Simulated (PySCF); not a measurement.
# ZrN: changing the method

Starting from one script, swap the method and compare what comes out for ZrN.

Computed with PySCF 2.14.0. Level: method and basis as typed in the scripts.

1 further run of the same task is left out (it didn't finish).

### 1 Starting geometry

ZrN: 2 atoms, charge 0, spin multiplicity 2.

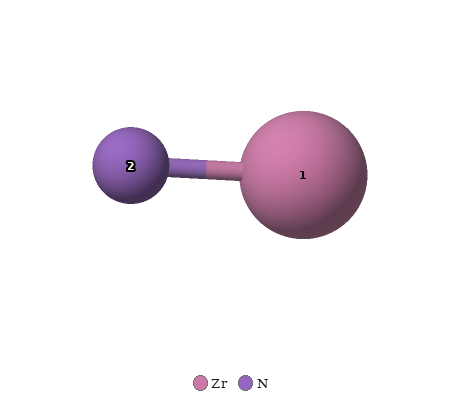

As it starts; zirconium pink, nitrogen purple; atoms are numbered from 1 in the order of the file.

### 2 Base script

The input, input.py:

```python
from pyscf import gto, dft

mol = gto.M(
    atom='Zr 0 0 0; N 0 0 1.854',
    basis='sbkjc',
    ecp={'Zr': 'sbkjc', 'N': 'sbkjc'},
    charge=0,
    spin=1,
    symmetry=True,
    verbose=4,
)
mf = dft.UKS(mol, xc='tpssh')
mf.level_shift = 0.3
mf = mf.newton()
mf.kernel()
g = mf.nuc_grad_method()
g.grid_response = True
g.kernel()
mf.dip_moment()
print('orbital energies (hartree):', [e[max(0, n-3):n+3].round(4) for e, n in zip(mf.mo_energy, mol.nelec)])
```

Command:

```
> OMP_NUM_THREADS=1 python input.py
```

What it wrote:

```text
[lines on the frontier levels of each cycle are left out]
PySCF version 2.14.0

[INPUT] verbose = 4
[INPUT] num. atoms = 2
[INPUT] num. electrons = 17
[INPUT] charge = 0
[INPUT] spin (= nelec alpha-beta = 2S) = 1
[INPUT] symmetry True subgroup None
[INPUT] Mole.unit = angstrom
[INPUT] Symbol           X                Y                Z      unit          X                Y                Z       unit  Magmom
[INPUT]  1 Zr     0.000000000000   0.000000000000   0.000000000000 AA    0.000000000000   0.000000000000   0.000000000000 Bohr   0.0
[INPUT]  2 N      0.000000000000   0.000000000000   1.854000000000 AA    0.000000000000   0.000000000000   3.503552234944 Bohr   0.0

nuclear repulsion = 17.1254760815534
point group symmetry = Coov
symmetry origin: [0.         0.         0.52180565]
symmetry axis x: [1. 0. 0.]
symmetry axis y: [0. 1. 0.]
symmetry axis z: [0. 0. 1.]
num. orbitals of irrep A1 = 15
num. orbitals of irrep E1x = 9
num. orbitals of irrep E1y = 9
num. orbitals of irrep E2x = 3
num. orbitals of irrep E2y = 3
number of shells = 15
number of NR pGTOs = 73
number of NR cGTOs = 39
basis = sbkjc
ecp = {'Zr': 'sbkjc', 'N': 'sbkjc'}
Freeze 0 electrons in irreps []
    17 free electrons in irreps A1 E1x E1y E2x E2y

******** <class 'pyscf.soscf.newton_ah.SecondOrderSymAdaptedUKS'> ********
method = SecondOrderSymAdaptedUKS
initial guess = minao
damping factor = 0
level_shift factor = 0.3
DIIS = <class 'pyscf.scf.diis.CDIIS'>
diis_start_cycle = 1
diis_space = 8
diis_damp = 0
SCF conv_tol = 1e-09
SCF conv_tol_grad = None
SCF max_cycles = 50
direct_scf = True
direct_scf_tol = 1e-13
number electrons alpha = 9  beta = 8
XC library pyscf.dft.libxc version 7.0.0
    S. Lehtola, C. Steigemann, M. J.T. Oliveira, and M. A.L. Marques.,  SoftwareX 7, 1–5 (2018)
XC functionals = tpssh
    V. N. Staroverov, G. E. Scuseria, J. Tao, and J. P. Perdew.,  J. Chem. Phys. 119, 12129 (2003)
radial grids:
    Treutler-Ahlrichs [JCP 102, 346 (1995); DOI:10.1063/1.469408] (M4) radial grids

becke partition: Becke, JCP 88, 2547 (1988); DOI:10.1063/1.454033
pruning grids: <function nwchem_prune>
grids dens level: 3
symmetrized grids: True
atomic radii adjust function: <function treutler_atomic_radii_adjust>
small_rho_cutoff = 0
******** <class 'pyscf.dft.uks_symm.SymAdaptedUKS'> Newton solver flags ********
SCF tol = 1e-09
conv_tol_grad = None
max. SCF cycles = 50
direct_scf = True
direct_scf_tol = 1e-13
max_cycle_inner = 12
max_stepsize = 0.05
ah_start_tol = 1e+09
ah_level_shift = 0
ah_conv_tol = 1e-12
ah_lindep = 1e-14
ah_start_cycle = 1
ah_max_cycle = 40
ah_grad_trust_region = 2.5
kf_interval = 4
kf_trust_region = 5
canonicalization = True
Set conv_tol_grad to 3.16228e-05
tot grids = 36296

Initial guess E= -55.0961417907044  |g|= 1.52366
macro= 0  E= -56.4521363447893  delta_E= -1.35599  |g|= 0.433343  3 KF 16 JK
macro= 1  E= -56.6425236693131  delta_E= -0.190387  |g|= 0.146024  3 KF 18 JK
macro= 2  E= -56.673558672946  delta_E= -0.031035  |g|= 0.050261  3 KF 11 JK
macro= 3  E= -56.6750288398887  delta_E= -0.00147017  |g|= 0.0141701  2 KF 8 JK
macro= 4  E= -56.6751541313775  delta_E= -0.000125291  |g|= 2.89697e-05  4 KF 16 JK
macro= 5  E= -56.6751541313777  delta_E= -1.7053e-13  |g|= 5.36812e-06  1 KF 2 JK
Canonicalize SCF orbitals
macro X = 6  E=-56.6751541313777  |g|= 5.36812e-06  total 17 KF 78 JK
converged SCF energy = -56.6751541313777  <S^2> = 0.77134981  2S+1 = 2.0212371

WARN: Orbital degeneracy broken

******** <class 'pyscf.grad.uks.Gradients'> for <class 'pyscf.soscf.newton_ah.SecondOrderSymAdaptedUKS'> ********
unit = Eh/Bohr
grid_response = True
--------------- SecondOrderSymAdaptedUKS gradients ---------------
         x                y                z
0 Zr     0.0000000000     0.0000000000    -0.0763576266
1 N     0.0000000000     0.0000000000     0.0763576266
----------------------------------------------
Dipole moment(X, Y, Z, Debye):  0.00000,  0.00000, -5.15770
orbital energies (hartree): [array([-0.2216, -0.2079, -0.1765, -0.1228, -0.1228, -0.0778]), array([-0.2237, -0.2237, -0.2109, -0.1199, -0.0999, -0.0999])]
```

It took 36 s on 1 thread of Arm Neoverse N1, shared host; peak memory 0.27 GiB.

It gives: E(SCF) = -56.675154 Eh, 6 macro-iterations, ⟨S²⟩ = 0.771, μ = 5.16 D, gradient on the second atom 0.0764 Eh/bohr.

The bond length is a typed value, not an optimised one. No search for the lowest state was made; open d or f shells can end in a higher solution.

### 3 Revtpss

Edit 1 changes functional: tpssh → revtpss.

Changes to input.py since step 2:

```diff
@@ -11,3 +11,3 @@
 )
-mf = dft.UKS(mol, xc='tpssh')
+mf = dft.UKS(mol, xc='revtpss')
 mf.level_shift = 0.3
```

Command:

```
> OMP_NUM_THREADS=1 python input.py
```

What it wrote, cut to the lines that bear on the results:

```text
[... 49 set-up lines left out, the same as in an earlier log ...]
XC functionals = revtpss
    J. P. Perdew, A. Ruzsinszky, G. I. Csonka, L. A. Constantin, and J. Sun.,  Phys. Rev. Lett. 103, 026403 (2009)
    J. P. Perdew, A. Ruzsinszky, G. I. Csonka, L. A. Constantin, and J. Sun.,  Phys. Rev. Lett. 106, 179902 (2011)
    J. P. Perdew, A. Ruzsinszky, G. I. Csonka, L. A. Constantin, and J. Sun.,  Phys. Rev. Lett. 103, 026403 (2009)
    J. P. Perdew, A. Ruzsinszky, G. I. Csonka, L. A. Constantin, and J. Sun.,  Phys. Rev. Lett. 106, 179902 (2011)
[... 29 set-up lines left out, the same as in an earlier log ...]
[... 1 set-up line left out, the same as in an earlier log ...]
[... 1 set-up line left out, the same as in an earlier log ...]
[... 1 set-up line left out, the same as in an earlier log ...]
[... 1 set-up line left out, the same as in an earlier log ...]
Initial guess E= -54.8339676240393  |g|= 1.65489
macro= 0  E= -56.3713918146275  delta_E= -1.53742  |g|= 0.517065  3 KF 16 JK
macro= 1  E= -56.60847333727  delta_E= -0.237082  |g|= 0.150661  3 KF 18 JK
macro= 2  E= -56.6228356899224  delta_E= -0.0143624  |g|= 0.078411  2 KF 6 JK
macro= 3  E= -56.6271629675272  delta_E= -0.00432728  |g|= 0.0016685  4 KF 14 JK
macro= 4  E= -56.6271646462486  delta_E= -1.67872e-06  |g|= 1.65682e-05  3 KF 11 JK
macro= 5  E= -56.6271646462487  delta_E= -1.42109e-13  |g|= 6.71811e-06  1 KF 2 JK
Canonicalize SCF orbitals
macro X = 6  E=-56.6271646462487  |g|= 6.71811e-06  total 17 KF 74 JK
converged SCF energy = -56.6271646462487  <S^2> = 0.76609305  2S+1 = 2.0160288

WARN: Orbital degeneracy broken

******** <class 'pyscf.grad.uks.Gradients'> for <class 'pyscf.soscf.newton_ah.SecondOrderSymAdaptedUKS'> ********
unit = Eh/Bohr
grid_response = True
--------------- SecondOrderSymAdaptedUKS gradients ---------------
         x                y                z
0 Zr     0.0000000000     0.0000000000    -0.0699351328
1 N     0.0000000000     0.0000000000     0.0699351328
----------------------------------------------
Dipole moment(X, Y, Z, Debye):  0.00000,  0.00000, -4.98792
orbital energies (hartree): [array([-0.2071, -0.1914, -0.1672, -0.1379, -0.1379, -0.0861]), array([-0.2073, -0.2073, -0.1923, -0.13  , -0.1144, -0.1144])]
```

Wall time 33 s (1 thread of Arm Neoverse N1, shared host).

Outcome: E(SCF) = -56.627165 Eh, 6 macro-iterations, ⟨S²⟩ = 0.766, μ = 4.99 D, gradient on the second atom 0.0699 Eh/bohr.

### 4 Population analysis

Edit 2 changes step after the SCF: gradient → analyze.

Changes to input.py since step 2:

```diff
@@ -15,5 +15,3 @@
 mf.kernel()
-g = mf.nuc_grad_method()
-g.grid_response = True
-g.kernel()
+mf.mulliken_pop()
 mf.dip_moment()
```

Command:

```
> OMP_NUM_THREADS=1 python input.py
```

What it wrote:

```text
[... 90 set-up lines left out, the same as in an earlier log ...]
macro= 0  E= -56.4521363447893  delta_E= -1.35599  |g|= 0.433343  3 KF 16 JK
macro= 1  E= -56.6425236693131  delta_E= -0.190387  |g|= 0.146024  3 KF 18 JK
macro= 2  E= -56.673558672946  delta_E= -0.031035  |g|= 0.050261  3 KF 11 JK
macro= 3  E= -56.6750288398887  delta_E= -0.00147017  |g|= 0.0141701  2 KF 8 JK
macro= 4  E= -56.6751541313775  delta_E= -0.000125291  |g|= 2.89697e-05  4 KF 16 JK
macro= 5  E= -56.6751541313777  delta_E= -1.7053e-13  |g|= 5.36812e-06  1 KF 2 JK
Canonicalize SCF orbitals
macro X = 6  E=-56.6751541313777  |g|= 5.36812e-06  total 17 KF 78 JK
converged SCF energy = -56.6751541313777  <S^2> = 0.77134981  2S+1 = 2.0212371

WARN: Orbital degeneracy broken

 ** Mulliken pop       alpha | beta **
pop of  0 Zr 4s        0.50445 | 0.48761
pop of  0 Zr 5s        0.73681 | 0.06840
pop of  0 Zr 6s        0.15542 | -0.00916
pop of  0 Zr 7s        0.47575 | 0.50095
pop of  0 Zr 4px       0.54598 | 0.55302
pop of  0 Zr 4py       0.54598 | 0.55302
pop of  0 Zr 4pz       0.55059 | 0.54867
pop of  0 Zr 5px       0.02948 | 0.02923
pop of  0 Zr 5py       0.02948 | 0.02923
pop of  0 Zr 5pz       0.11743 | 0.04331
pop of  0 Zr 6px      -0.00146 | -0.00045
pop of  0 Zr 6py      -0.00146 | -0.00045
pop of  0 Zr 6pz       0.02873 | 0.01508
pop of  0 Zr 7px       0.44456 | 0.43961
pop of  0 Zr 7py       0.44456 | 0.43961
pop of  0 Zr 7pz       0.43950 | 0.44200
pop of  0 Zr 4dxy      0.00000 | 0.00000
pop of  0 Zr 4dyz      0.19250 | 0.15647
pop of  0 Zr 4dz^2     0.28819 | 0.21928
pop of  0 Zr 4dxz      0.19250 | 0.15647
pop of  0 Zr 4dx2-y2    0.00000 | 0.00000
pop of  0 Zr 5dxy      0.00000 | 0.00000
pop of  0 Zr 5dyz      0.20775 | 0.16556
pop of  0 Zr 5dz^2     0.19796 | 0.12440
pop of  0 Zr 5dxz      0.20775 | 0.16556
pop of  0 Zr 5dx2-y2    0.00000 | 0.00000
pop of  0 Zr 6dxy      0.00000 | 0.00000
pop of  0 Zr 6dyz      0.04879 | 0.03752
pop of  0 Zr 6dz^2     0.02386 | 0.00516
pop of  0 Zr 6dxz      0.04879 | 0.03752
pop of  0 Zr 6dx2-y2    0.00000 | 0.00000
pop of  1 N 2s        0.67098 | 0.67223
pop of  1 N 3s        0.25108 | 0.25627
pop of  1 N 2px       0.37579 | 0.43493
pop of  1 N 2py       0.37579 | 0.43493
pop of  1 N 2pz       0.46227 | 0.51475
pop of  1 N 3px       0.15660 | 0.18410
pop of  1 N 3py       0.15660 | 0.18410
pop of  1 N 3pz       0.09700 | 0.11105
In total             9.00000 | 8.00000
 ** Mulliken atomic charges   ( Nelec_alpha | Nelec_beta ) **
charge of  0Zr =      0.33847  (     6.45389      5.20764 )
charge of  1N =     -0.33847  (     2.54611      2.79236 )
Dipole moment(X, Y, Z, Debye):  0.00000,  0.00000, -5.15770
orbital energies (hartree): [array([-0.2216, -0.2079, -0.1765, -0.1228, -0.1228, -0.0778]), array([-0.2237, -0.2237, -0.2109, -0.1199, -0.0999, -0.0999])]
```

Run time: 33 s. Hardware: 1 thread of Arm Neoverse N1, shared host.

This run: E(SCF) = -56.675154 Eh (no change), 6 macro-iterations, ⟨S²⟩ = 0.771, μ = 5.16 D.

### 5 M062x

Edit 3 changes functional: tpssh → m062x.

Changes to input.py since step 2:

```diff
@@ -11,3 +11,3 @@
 )
-mf = dft.UKS(mol, xc='tpssh')
+mf = dft.UKS(mol, xc='m062x')
 mf.level_shift = 0.3
```

Command:

```
> OMP_NUM_THREADS=1 python input.py
```

What it wrote, cut to the lines that bear on the results:

```text
[... 49 set-up lines left out, the same as in an earlier log ...]
XC functionals = m062x
    Y. Zhao and D. G. Truhlar.,  Theor. Chem. Acc. 120, 215 (2008)
    Y. Zhao and D. G. Truhlar.,  Theor. Chem. Acc. 120, 215 (2008)
[... 29 set-up lines left out, the same as in an earlier log ...]
[... 1 set-up line left out, the same as in an earlier log ...]
[... 1 set-up line left out, the same as in an earlier log ...]
[... 1 set-up line left out, the same as in an earlier log ...]
[... 1 set-up line left out, the same as in an earlier log ...]
Initial guess E= -55.3434209242398  |g|= 1.29752
macro= 0  E= -56.3926198988007  delta_E= -1.0492  |g|= 0.35116  3 KF 17 JK
macro= 1  E= -56.5498408913465  delta_E= -0.157221  |g|= 0.152868  3 KF 18 JK
macro= 2  E= -56.5811016043009  delta_E= -0.0312607  |g|= 0.0247777  3 KF 10 JK
macro= 3  E= -56.5844068095939  delta_E= -0.00330521  |g|= 0.0313836  4 KF 23 JK
macro= 4  E= -56.5811584552331  delta_E= 0.00324835  |g|= 0.0173819  2 KF 8 JK
macro= 5  E= -56.5855358711483  delta_E= -0.00437742  |g|= 0.0136263  3 KF 11 JK
macro= 6  E= -56.5856635611357  delta_E= -0.00012769  |g|= 1.43604e-05  4 KF 17 JK
macro= 7  E= -56.5856635611357  delta_E= -5.68434e-14  |g|= 6.36207e-06  1 KF 2 JK
Canonicalize SCF orbitals
macro X = 8  E=-56.5856635611357  |g|= 6.36207e-06  total 24 KF 115 JK
converged SCF energy = -56.5856635611357  <S^2> = 0.76926516  2S+1 = 2.0191733

WARN: Orbital degeneracy broken

******** <class 'pyscf.grad.uks.Gradients'> for <class 'pyscf.soscf.newton_ah.SecondOrderSymAdaptedUKS'> ********
unit = Eh/Bohr
grid_response = True
--------------- SecondOrderSymAdaptedUKS gradients ---------------
         x                y                z
0 Zr     0.0000000000     0.0000000000    -0.1082910558
1 N     0.0000000000     0.0000000000     0.1082910558
----------------------------------------------
Dipole moment(X, Y, Z, Debye):  0.00000,  0.00000, -5.41578
orbital energies (hartree): [array([-0.2966, -0.2947, -0.2193, -0.0545, -0.0545, -0.0464]), array([-0.287 , -0.287 , -0.2762, -0.1638, -0.1211, -0.1211])]
```

It took 48 s on 1 thread of Arm Neoverse N1, shared host; peak memory 0.27 GiB.

This run: E(SCF) = -56.585664 Eh, 8 macro-iterations, ⟨S²⟩ = 0.769, μ = 5.42 D, gradient on the second atom 0.1083 Eh/bohr.

### 6 Polarisability

Edit 4 changes step after the SCF: gradient → polarizability.

Changes to input.py since step 2:

```diff
@@ -1,2 +1,3 @@
 from pyscf import gto, dft
+from pyscf.prop.polarizability import uhf as pol
 
@@ -15,5 +16,4 @@
 mf.kernel()
-g = mf.nuc_grad_method()
-g.grid_response = True
-g.kernel()
+print('polarizability (a.u.)')
+print(pol.Polarizability(mf).polarizability().round(4))
 mf.dip_moment()
```

Command:

```
> OMP_NUM_THREADS=1 python input.py
```

What it wrote:

```text
[... 90 set-up lines left out, the same as in an earlier log ...]
macro= 0  E= -56.4521363447893  delta_E= -1.35599  |g|= 0.433343  3 KF 16 JK
macro= 1  E= -56.6425236693131  delta_E= -0.190387  |g|= 0.146024  3 KF 18 JK
macro= 2  E= -56.673558672946  delta_E= -0.031035  |g|= 0.050261  3 KF 11 JK
macro= 3  E= -56.6750288398887  delta_E= -0.00147017  |g|= 0.0141701  2 KF 8 JK
macro= 4  E= -56.6751541313775  delta_E= -0.000125291  |g|= 2.89697e-05  4 KF 16 JK
macro= 5  E= -56.6751541313777  delta_E= -1.7053e-13  |g|= 5.36812e-06  1 KF 2 JK
Canonicalize SCF orbitals
macro X = 6  E=-56.6751541313777  |g|= 5.36812e-06  total 17 KF 78 JK
converged SCF energy = -56.6751541313777  <S^2> = 0.77134981  2S+1 = 2.0212371

WARN: Orbital degeneracy broken

polarizability (a.u.)
Isotropic polarizability 110.151263541
Polarizability anisotropy 20.1246429026
[[116.8595  -0.       0.    ]
 [ -0.     116.8595   0.    ]
 [  0.       0.      96.7348]]
Dipole moment(X, Y, Z, Debye):  0.00000,  0.00000, -5.15770
orbital energies (hartree): [array([-0.2216, -0.2079, -0.1765, -0.1228, -0.1228, -0.0778]), array([-0.2237, -0.2237, -0.2109, -0.1199, -0.0999, -0.0999])]
```

It took 48 s on 1 thread of Arm Neoverse N1, shared host.

This run: E(SCF) = -56.675154 Eh (no change), 6 macro-iterations, ⟨S²⟩ = 0.771, μ = 5.16 D, α(xx, yy, zz) = 116.9, 116.9, 96.7 bohr³.

### 7 Comparison

```
                run  E(SCF) (hartree)  from base (eV)   cycles  gap, α spin (eV)  SCF dipole (D)
               base        -56.675154               0  6 macro              1.46            5.16
            revtpss        -56.627165  not comparable  6 macro              0.80            4.99
population analysis        -56.675154          0.0000  6 macro              1.46            5.16
              m062x        -56.585664  not comparable  8 macro              4.48            5.42
     polarisability        -56.675154          0.0000  6 macro              1.46            5.16
```

Wall time on 1 thread of Arm Neoverse N1, shared host, start-up included: base 36 s; revtpss 33 s; population analysis 33 s; m062x 48 s; polarisability 48 s.

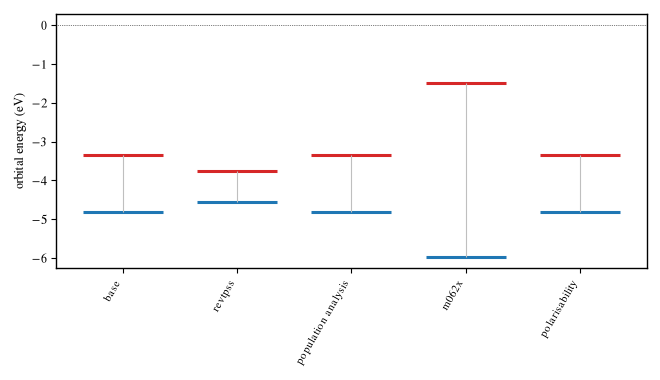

Highest filled (blue) and lowest empty (red) level of each run. Open-shell runs show the α spin alone.

What this shows: The α-spin gap between the frontier levels is 0.8 eV with revtpss (0 % exact exchange) and 4.5 eV with m062x (54 %): exact exchange opens it. A lower total energy from another functional means nothing by itself.
